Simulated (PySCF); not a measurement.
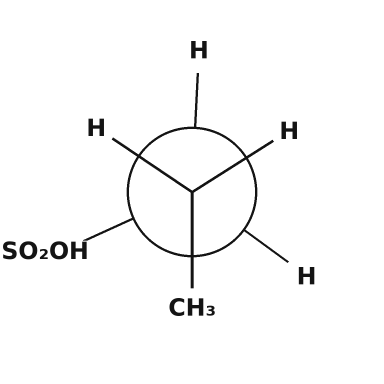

A Newman projection along the C–C bond, carbon in front; angles are drawn as computed, but eclipsed bonds slightly apart. The geometry was computed by an optimisation with PBE0-D3(BJ)/def2-SVP. No frequency run is at hand to confirm it as a minimum.

> Which molecule is it?

C3H8O3S, CCCS(=O)(=O)O

> What is the torsion angle from the front CH3 to the back SO2OH? The sign is positive where the front bond must turn clockwise to cover the back bond.

66°, synclinal (gauche). The conformation about this bond is staggered.
